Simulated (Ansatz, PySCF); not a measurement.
Pulling on the N6–H7 bond in CH5GeN (SMILES [CH3][Ge][NH2]) (multiplicity 1 held, fragments rigid). Energies count from the point at 1.010 Å.
Geometry at that point (charge 0, multiplicity 1):
```xyz
8

Ge    -0.21704    -0.01007     0.44525
C      0.73026     1.39571    -0.65096
H      0.39073     2.39683    -0.38075
H      0.59421     1.25013    -1.72469
H      1.80124     1.34067    -0.42975
N     -0.03644    -1.35483    -0.78605
H      0.40265    -1.26538    -1.69148
H     -0.37012    -2.29050    -0.61313
```

R- and RO- levels are restricted; in cc, def2 and unpolarised 6-31G sets they are followed outwards from rest. Active spaces are followed from a long bond inwards. Curves can end on different states.

Correlated levels freeze the cores. Filled d and f shells under p-block atoms count as core. Rows in LANL2DZ carry no dispersion term and start afresh at each structure. LANL2DZ brings its own core potentials from Na on.

Programs: Ansatz (Gaussian orbitals); PySCF for LANL2DZ rows. Each number belongs to the level named beside it.

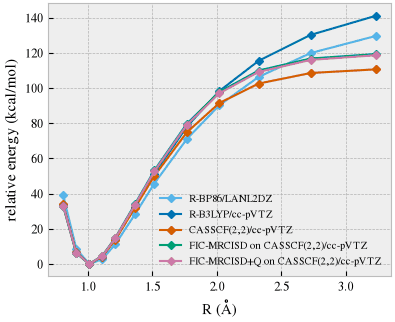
*Relative energy along the coordinate*

Doubts at one or more of the structures used: a restricted determinant that unrestricted orbitals would lower (R-B3LYP/cc-pVTZ).

Ansatz is a first-principles code.
